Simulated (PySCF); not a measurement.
CH2O2S, SMILES `S.O=C=O`.

PySCF calculation, ωB97X/def2-SVP, gas phase; geometry: GFN2-xTB. The pair's geometry is semi-empirical, so its contact may be too short or too long. GFN2-xTB bond lengths at metals and heavier atoms can be off by up to 0.1 Å and shapes distorted, which carries into these values. Without diffuse functions Rydberg states are missing, so the states' numbers hold for this basis only.

Coordinates in Å:

```
S1      -2.2030    0.2434   -0.0166
H2      -3.2369   -0.5356    0.2722
H3      -1.3628   -0.7819   -0.0429
O4       1.0219   -0.9450   -0.0120
C5       1.8109   -0.1151    0.0016
O6       2.6010    0.7092    0.0153
```

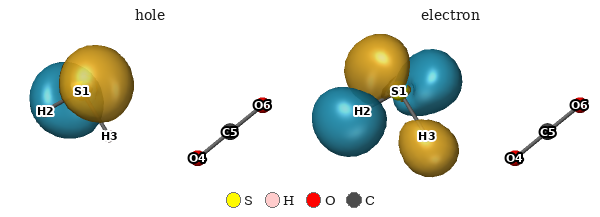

Leading natural transition orbital pair of S₁ (TDA singlet states); the surfaces enclose about 70 % of each orbital's density.

Where does the state lie, and where do hole and electron sit?

6.68 eV (186 nm), f = 0.000 (very weak); the leading pair carries 100 %; hole on S1 (91 %), electron on S1 (58 %), H2 (27 %) and H3 (14 %); their centroids lie 0.4 Å apart. In canonical orbitals it is mainly HOMO → LUMO (42 %). The HOMO–LUMO gap is 13.15 eV.
